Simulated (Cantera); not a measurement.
Charge: 1 mol Si3N4, 0.012 mol H2, at 67.0 Pa.

These are equilibrium values from Cantera (NASA tables, ideal gas, pure condensed phases), not measurements of a reactor. Candidate condensed phases: Si, Si3N4; 18 gas species. The tables' values for SiN are old estimates; treat these amounts as uncertain. Rates play no part.

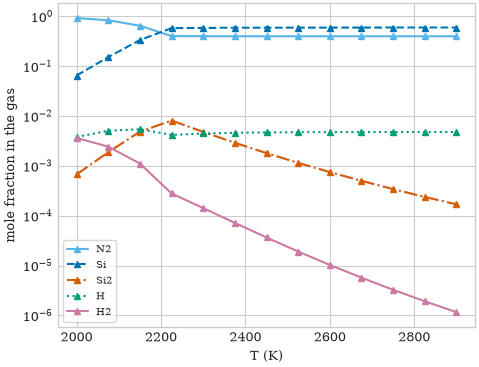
Equilibrium gas composition (values under 1e-9 drawn at 1e-9)

From 2000 K to 2150 K the condensed part is Si(l). From 2225 K to 2900 K nothing is condensed. The main Si-bearing gas is Si throughout.
